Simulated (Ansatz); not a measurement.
System: F₃GeS (charge −1).

```xyz
5

F     0.5667    0.9196    1.1050
F    -0.5351    1.6999   -1.1967
F    -2.0389    0.5360    0.6754
Ge   -0.4985    0.2780   -0.1495
S    -0.0885   -1.5807   -0.9757
```

Geometry: PBE0-D3(BJ)/def2-SVPD.

Method: isolated molecule in a Gaussian basis; Kohn-Sham density functional theory, functional PBE0 (Ansatz 0.2.0).

Predict the electron density and electron localisation function between the atoms.

Ge–F (1.77 Å): ρ at the midpoint is about 0.92 e/Å³; the ELF peaks at about 0.80 in the valence shell of F, 0.6 Å from its nucleus, and is about 0.25 at the midpoint.
Ge–S (2.07 Å): ρ at the midpoint is about 0.89 e/Å³; the ELF peaks at about 0.80 in the valence shell of S, 0.9 Å from its nucleus, and is about 0.70 at the midpoint.

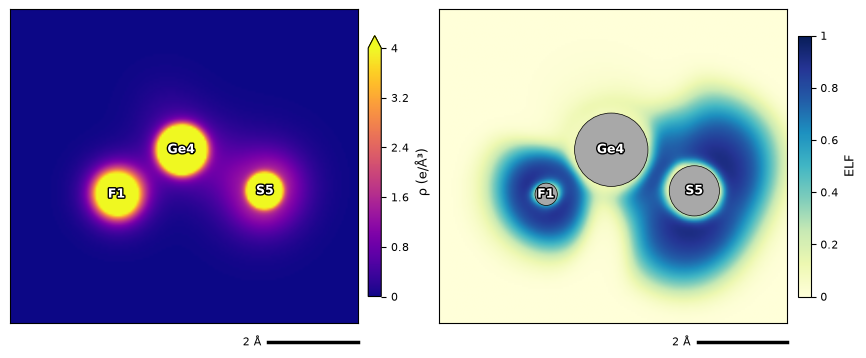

Computed electron density and electron localisation function on the plane of atoms F1, Ge4 and S5, in this order. Grey discs cover the atomic cores in the ELF map. 
